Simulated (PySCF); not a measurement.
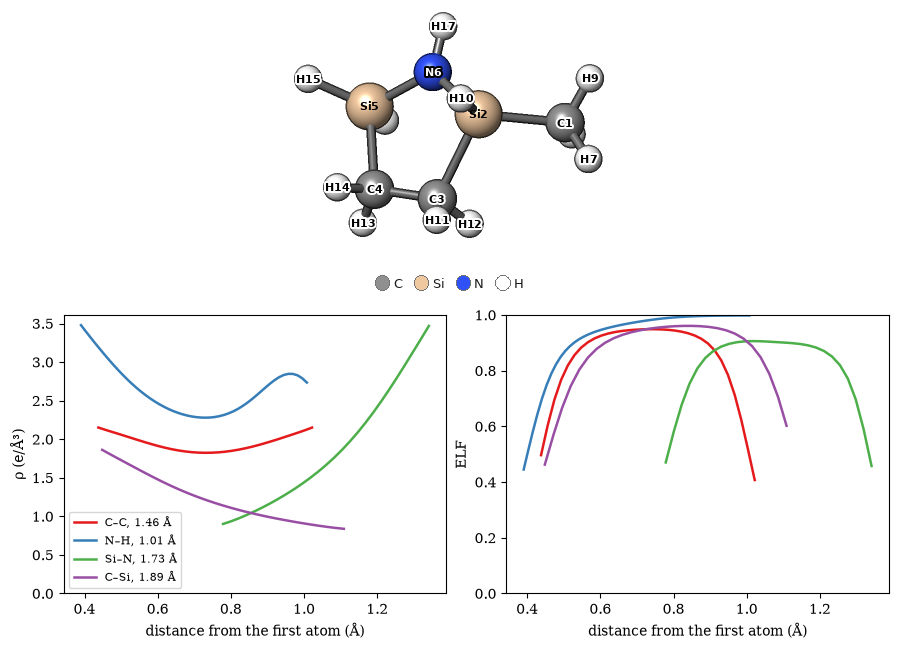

Figure. C3H11NSi2 (charge +1, doublet). Total electron density and electron localisation function along straight lines between neighbouring atoms. The curves leave out the atomic cores. The structure is drawn too.

Geometry: GFN2-xTB.

The calculation used UKS B3LYP, pcH-1 on C H N Si, non-relativistic, mean-field spin-orbit, GIAO in PySCF.

```yaml
atoms:
  - { symbol: C, position_ang: [2.4835, -0.2574, -0.3804] }
  - { symbol: Si, position_ang: [0.9598, 0.2012, 0.6341] }
  - { symbol: C, position_ang: [-0.4097, -1.2580, 0.3195] }
  - { symbol: C, position_ang: [-1.7469, -0.6833, 0.2098] }
  - { symbol: Si, position_ang: [-1.6731, 1.2024, -0.4960] }
  - { symbol: N, position_ang: [-0.0266, 1.4693, -0.0362] }
  - { symbol: H, position_ang: [2.9077, -1.2073, -0.0653] }
  - { symbol: H, position_ang: [2.2617, -0.3265, -1.4442] }
  - { symbol: H, position_ang: [3.2567, 0.4965, -0.2552] }
  - { symbol: H, position_ang: [1.0679, 0.3429, 2.0846] }
  - { symbol: H, position_ang: [-0.2628, -1.8668, 1.2054] }
  - { symbol: H, position_ang: [-0.0905, -1.7816, -0.5745] }
  - { symbol: H, position_ang: [-2.3682, -1.1660, -0.5384] }
  - { symbol: H, position_ang: [-2.2624, -0.6214, 1.1623] }
  - { symbol: H, position_ang: [-2.6477, 1.9717, 0.2653] }
  - { symbol: H, position_ang: [-1.8295, 1.1099, -1.9443] }
  - { symbol: H, position_ang: [0.3732, 2.3863, -0.1564] }
```

> What can be read from the curves?

C–C (1.46 Å): ρ is about 1.8 e/Å³ halfway; the ELF peaks at about 0.95 between the atoms (a shared electron pair).
N–H (1.01 Å): the density is about 2.8 e/Å³ at the midpoint; the ELF climbs to about 1 towards the hydrogen, as it does in any bond to H: a covalent bond by its length.
Si–N (1.73 Å): ρ is about 1.1 e/Å³ halfway; the ELF peaks at about 0.90 between the atoms, as expected for a shared but strongly polarised pair.
C–Si (1.89 Å): ρ is about 0.95 e/Å³ halfway; the ELF peaks at about 0.95 between the atoms, as expected for localised, covalent bonding.
